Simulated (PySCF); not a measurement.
SMILES CC(C)c1ccccc1O at its GFN2-xTB optimised geometry (Å):

```
22

C     -1.1914    -2.2870     1.2631
C     -1.4641    -1.4664     0.0011
C     -1.1875    -2.2936    -1.2557
C     -0.6571    -0.1907     0.0000
C     -1.3034     1.0369    -0.0001
C     -0.6096     2.2346     0.0000
C      0.7720     2.2205     0.0001
C      1.4409     1.0107     0.0000
C      0.7432    -0.1907     0.0000
O      1.4225    -1.3756     0.0002
H     -0.1556    -2.6118     1.2841
H     -1.3898    -1.6916     2.1521
H     -1.8322    -3.1658     1.2833
H     -2.5240    -1.1864    -0.0013
H     -1.8300    -3.1713    -1.2743
H     -0.1523    -2.6206    -1.2707
H     -1.3810    -1.7022    -2.1484
H     -2.3840     1.0524    -0.0002
H     -1.1460     3.1713     0.0001
H      1.3320     3.1436     0.0005
H      2.5240     0.9904     0.0001
H      2.3707    -1.1979    -0.0009
```

Computed with CAM-B3LYP/def2-SVP run with PySCF. Cells within 0.4 Å of a nucleus heavier than hydrogen are left out (blank, or x).

Map of the Laplacian of the electron density (e/bohr⁵), clipped to [-1.50, 1.50] on the plane z = 0.0 Å:

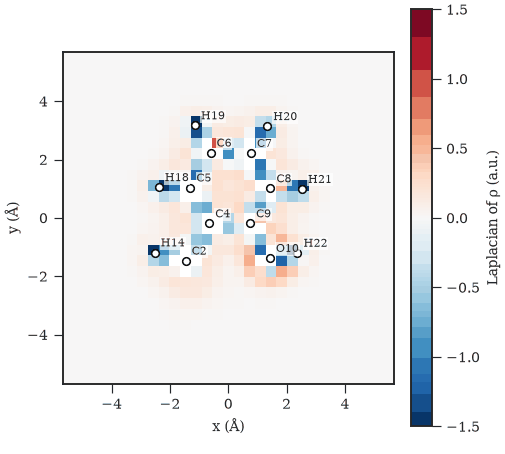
Figure. Laplacian of the electron density (e/bohr⁵), clipped to [-1.50, 1.50] on the plane z = 0.0 Å.
